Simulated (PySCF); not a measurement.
Input

```
{"job": {"kind": "nmr", "xc": "PBE0", "basis": "pcSseg-1"}, "charge": 0, "multiplicity": 1}
C      3.166309    -0.647143    -0.301434
C      1.679264    -0.674779    -0.090863
O      1.047608    -1.668690     0.202821
O      1.122906     0.516242    -0.261806
C     -0.240912     0.553728    -0.082403
C     -0.982244     1.659544    -0.210416
C     -2.398867     1.444508     0.028943
C     -2.774243     0.197058     0.340062
Si    -1.274653    -0.966623     0.375990
H      3.576091    -1.640562    -0.149979
H      3.618984     0.053268     0.397018
H      3.383526    -0.304284    -1.310693
H     -0.599414     2.636243    -0.466291
H     -3.073558     2.285806    -0.053762
H     -3.806626    -0.043659     0.531627
H     -1.058464    -1.441293     1.736794
H     -1.392704    -1.947334    -0.695520
```

Run with:

```sh
OMP_NUM_THREADS=1 python probes_run.py task.json out
```

Geometry: GFN2-xTB.

Level of theory: PBE0/pcSseg-1, SCF density, gas phase, non-relativistic (PySCF 2.14.0).

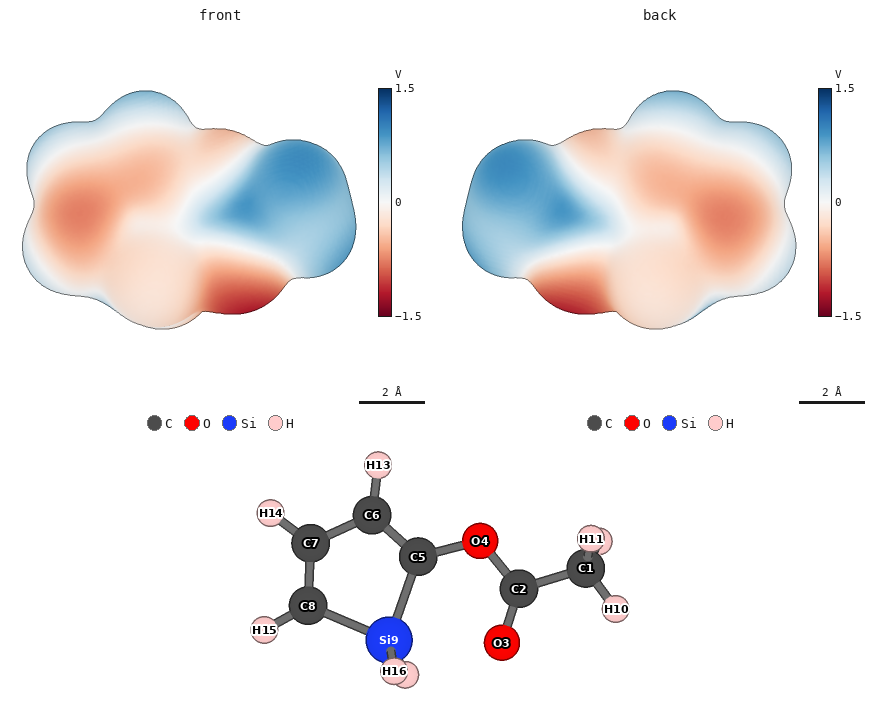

C6H8O2Si (SMILES CC(=O)OC1=CC=C[SiH2]1). The electrostatic potential painted on the density surface at 0.001 e/bohr³, seen from the front and from behind; red is negative and blue positive. The bare structure is drawn below in the same view.

> Where is the surface potential most negative and most positive?

The most negative region (about −1.2 V, or −28 kcal/mol for a unit charge) lies over O3, the most positive (about +0.9 V, or +21 kcal/mol for a unit charge) over H11 and H12. O3 is the likeliest acceptor of a hydrogen bond.

> What dipole moment does the calculation give?

Its dipole moment is 2.34 D.
